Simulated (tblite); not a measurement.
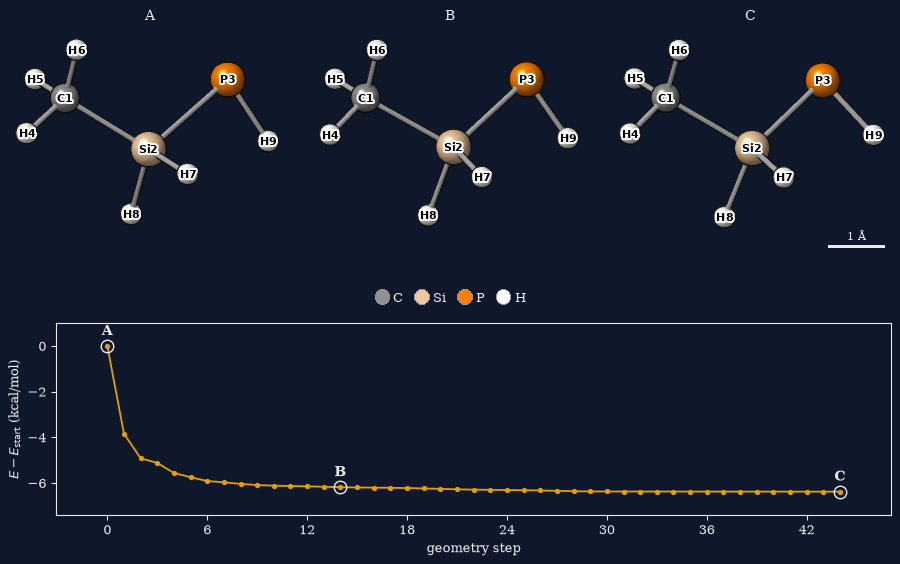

Frames of a relaxation of CH$_{6}$PSi (charge −1), marked on the history of the run. Style: ball-and-stick. Shown from a free direction.

These are results of tblite 0.8.0, GFN2-xTB geometry optimisation, gas phase, not measurements. 

### Describe the path.

The atom that moves furthest after the best rigid fit is H9 (0.24 Å). Largest moves by element: H 0.24 Å, P 0.17 Å, Si 0.13 Å, C 0.02 Å. Among the contacts that change: Si2–P3 2.243 → 2.146 Å, C1–Si2 1.836 → 1.901 Å, P3–H9 1.422 → 1.362 Å, Si2–H8 1.471 → 1.489 Å. Among the angles between lasting bonds that change: P3–Si2–H7 107.3° → 117.0°, H7–Si2–H8 108.7° → 100.6°, C1–Si2–H8 111.1° → 104.2°. After 44 geometry steps the energy has fallen by 6.37 kcal/mol. From step 0 to 14: Si2 moves most (0.12 Å), energy −6.18 kcal/mol. From step 14 to 44: H9 moves most (0.19 Å), energy −0.20 kcal/mol.

| step | E − E(0), kcal/mol |
| --- | --- |
| 0 | 0.00 |
| 1 | -3.84 |
| 2 | -4.91 |
| 3 | -5.11 |
| 4 | -5.56 |
| 5 | -5.74 |
| 6 | -5.91 |
| 7 | -5.96 |
| 8 | -6.03 |
| 9 | -6.08 |
| 10 | -6.11 |
| 12 | -6.14 |
| 14 | -6.18 |
| 15 | -6.19 |
| 17 | -6.20 |
| 19 | -6.23 |
| 21 | -6.27 |
| 23 | -6.29 |
| 24 | -6.30 |
| 26 | -6.32 |
| 28 | -6.35 |
| 30 | -6.36 |
| 31 | -6.37 |
| 33 | -6.37 |
| 35 | -6.37 |
| 37 | -6.37 |
| 39 | -6.37 |
| 40 | -6.37 |
| 42 | -6.37 |
| 44 | -6.37 |
